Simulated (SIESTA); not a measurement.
**Convergence study of the cutoff of the real-space grid for ScCd (P4mm, 2 atoms in the cell)**

```yaml
crystal:
  lattice:
    - [3.54389, 0.00000, 0.00000]
    - [0.00000, 3.54389, 0.00000]
    - [0.00000, 0.00000, 3.54389]
  atoms:
    - { symbol: Sc, position: [0.50000, 0.50000, 0.51411] }
    - { symbol: Cd, position: [0.00000, 0.00000, 0.00000] }
```

Method: GGA PBEsol, numerical atomic orbitals DZP, PseudoDojo PBEsol standard norm-conserving potentials (rewritten from UPF to PSML) run with SIESTA.

Base settings: XC.functional = GGA; XC.authors = PBEsol; potentials = PseudoDojo PBEsol standard; PAO.BasisSize = DZP; PAO.EnergyShift = 0.01 Ry; MeshCutoff = 350 Ry; kgrid.MonkhorstPack = 3 3 3; OccupationFunction = MP; OccupationMPOrder = 0; ElectronicTemperature = 1160.45 K.

The second cell is the first with its lattice scaled by 0.98.

The mesh stays at the base's, so the ladder's end is converged at best in this setting alone.

Only quantities that move along the ladder and can be compared are tabulated.

The starting cell comes from a database of computed structures (which also holds hypothetical and non-ambient phases and stackings), without a prior relaxation at this level. Its lattice was rescaled by up to half a per cent. One atom was moved a little off its site on purpose. Values carry the incompleteness of an atom-centred basis. In the base run, with a pressure of about -6 GPa the cell is away from its equilibrium volume at this level. Without a gap this mesh is coarse (it stands for a supercell whose shortest vector is 11 Å).

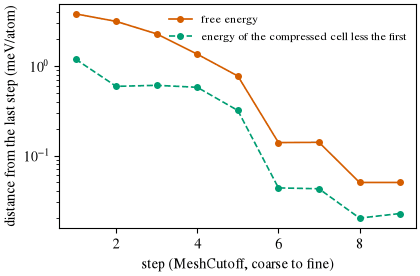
Figure: Distance from the last step along the ladder; very small values are drawn at a floor.

```tsv
MeshCutoff	free energy less the last step's (meV/atom)	energy of the compressed cell less the first (meV/atom)	pressure (GPa)	largest difference of a force vector from the last step's (eV/Å)
122 Ry (127 Ry used)	-3.83	-32.59	-5.56	0.050
193 Ry (198 Ry used)	-3.15	-33.19	-5.63	0.005
210 Ry (225 Ry used)	-2.29	-33.18	-5.59	0.005
280 Ry (285 Ry used)	-1.36	-33.21	-5.65	0.007
350 Ry (352 Ry used)	-0.77	-33.47	-5.85	0.004
473 Ry (507 Ry used)	-0.14	-33.83	-5.76	0.002
525 Ry (550 Ry used)	-0.14	-33.83	-5.80	0.005
612 Ry (642 Ry used)	-0.04	-33.79	-5.77	0.001
700 Ry (792 Ry used)	-0.02	-33.81	-5.78	0.001
840 Ry (901 Ry used)	0.00	-33.79	-5.74	0.000
```

Coarsest MeshCutoff that holds the forces within 0.01 eV/Å of the last step, with all finer ones: 193 Ry (198 Ry used); the step before is off by 0.050 eV/Å.

Coarsest MeshCutoff that holds the free energy within 1 meV/atom of the last step, with all finer ones: 350 Ry (352 Ry used); the step before is off by 1.4 meV/atom.

Coarsest MeshCutoff that holds the energy of the compressed cell less the first within 0.2 meV/atom of the last step, with all finer ones: 473 Ry (507 Ry used); the step before is off by 0.32 meV/atom.

The energy difference between the two cells stays within 1 meV/atom of the last step's from 193 Ry on, the total only from 350 Ry on: much of the error is common to both cells and cancels.

Left out of this page: 7 runs of the series outside the window shown, repeating another row's setting, or not comparable.
